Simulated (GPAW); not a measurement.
**Run report: CH4Zn, frequency calculation**

System: CH4Zn, SMILES [H][Zn][CH3].
Method: RPBE/plane waves, scalar-relativistic datasets (GPAW 26.7.0).

The geometry was optimised with RPBE/pw.

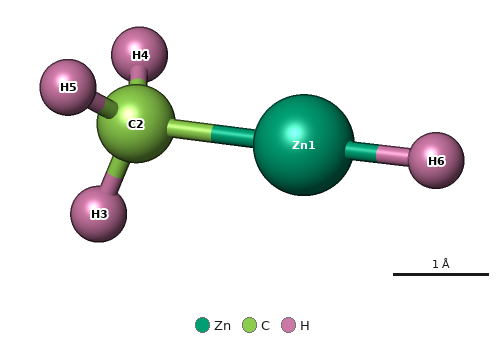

*The structure as given in the input (ball-and-stick view, seen at a tilt; atoms are numbered from 1 in the order of the input). Sticks mark near contacts.*

Bond lengths as drawn: C–H 1.10 Å, C–Zn 1.95 Å and H–Zn 1.54 Å.

Input (vib.py):
```python
from ase.io import read
from ase.thermochemistry import IdealGasThermo
from ase.vibrations import Vibrations
from gpaw import GPAW, PW

# Atomic positions
mol = read('relaxed.xyz')

# DFT calculator
calculator = GPAW(mode=PW(400),
                  xc='RPBE',
                  occupations={'name': 'fermi-dirac', 'width': 0.02},
                  convergence={'density': 1e-05},
                  maxiter=150,
                  symmetry='off',
                  txt='run.txt')
mol.calc = calculator

energy = mol.get_potential_energy()
vib = Vibrations(mol, delta=0.01)
vib.run()
vib.summary()
freqs = vib.get_frequencies()
zpe = vib.get_zero_point_energy()

thermo = IdealGasThermo(vib_energies=vib.get_energies(), potentialenergy=energy, atoms=mol, geometry='nonlinear',
                        symmetrynumber=3, spin=0.0, ignore_imag_modes=True)
H = thermo.get_enthalpy(298.15, verbose=False)
S = thermo.get_entropy(298.15, 101325.0, verbose=False)
G = thermo.get_gibbs_energy(temperature=298.15, pressure=101325.0)
```

File relaxed.xyz:
```
6
Lattice="10.590050999999999 0.0 0.0 0.0 10.807003 0.0 0.0 0.0 13.037987000000001" Properties=species:S:1:pos:R:3:magmoms:R:1:forces:R:3 free_energy=-22.628882945945815 energy=-22.628882945945815 dipole="0.001989397122426334 0.004125580691850611 0.10718385647564027" magmom=0.0 pbc="F F F"
Zn       5.02604013       5.33315321       6.14403372       0.00000000      -0.00287852      -0.00891414      -0.00216496
C        5.05862481       5.35350860       8.09684851       0.00000000       0.00293200      -0.00628083      -0.00257291
H        4.64194004       6.29187811       8.50217741       0.00000000      -0.00165702       0.00377609      -0.01161883
H        6.09083094       5.24889559       8.47519611       0.00000000      -0.00397189       0.00361554       0.00231943
H        4.46415011       4.51525367       8.50101393       0.00000000      -0.00118012       0.00404923       0.01313286
H        4.99800590       5.29485111       4.60122427       0.00000000       0.00174642       0.01197053      -0.00609058
```

Run on 1 thread of Arm Neoverse V2, 24 GiB of memory available, shared host.

Run as:
```bash
OMP_NUM_THREADS=1 python vib.py
```

Output:
```
---------------------
  #    meV     cm^-1
---------------------
  0    8.9i     71.4i
  1    4.4i     35.4i
  2    1.5i     12.5i
  3    1.0       8.3
  4    1.7      13.5
  5    2.4      19.6
  6   52.6     424.5
  7   53.1     428.5
  8   67.1     541.5
  9   85.8     692.4
 10   86.0     693.7
 11  144.2    1162.7
 12  174.1    1404.3
 13  174.3    1405.7
 14  231.3    1866.0
 15  368.3    2970.5
 16  377.8    3046.8
 17  378.1    3049.9
---------------------
Zero-point energy: 1.099 eV
Enthalpy components at T = 298.15 K:
===============================
Enthalpy components at T = 298.15 K:
===============================
E_pot                -22.629 eV
E_ZPE                  1.096 eV
Cv_trans (0->T)        0.039 eV
Cv_rot (0->T)          0.039 eV
Cv_vib (0->T)          0.028 eV
-------------------------------
U                    -21.427 eV
===============================
(C_v -> C_p)           0.026 eV
-------------------------------
H                    -21.402 eV
===============================

Entropy components at T = 298.15 K and P = 101325.0 Pa:
=================================================
{"":15s}{"S":13s}     {"T*S:13s}
S_trans (1 bar)    0.0016969 eV/K        0.506 eV
S_rot              0.0008057 eV/K        0.240 eV
S_elec             0.0000000 eV/K        0.000 eV
S_vib              0.0001308 eV/K        0.039 eV
S (1 bar -> P)    -0.0000011 eV/K       -0.000 eV
-------------------------------------------------
S                  0.0026323 eV/K        0.785 eV
=================================================

Free energy components at T = 298.15 K and P = 101325.0 Pa:
=======================
    H        -21.402 eV
 -T*S         -0.785 eV
-----------------------
    G        -22.186 eV
=======================
```

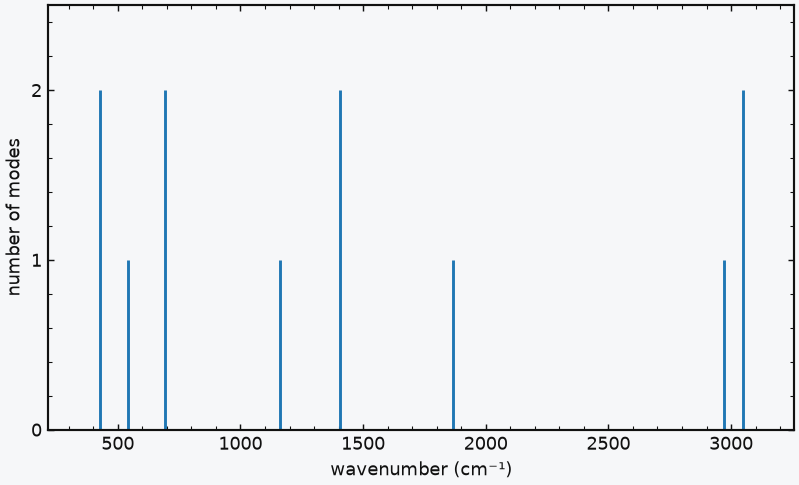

*Harmonic vibrational wavenumbers from the force constants; neighbouring modes closer than 12 cm⁻¹ are counted in one stick.*

12 modes from 424 to 3050 cm⁻¹, none imaginary.

Summary:

```csv
quantity,value
outcome,converged
energy relative to the program's reference atoms,−22.6289 eV
zero-point energy,0.040293 hartree
"wavenumbers, lowest and highest",424 and 3050 cm⁻¹
wall time,4.1 min
peak memory,0.47 GiB
```
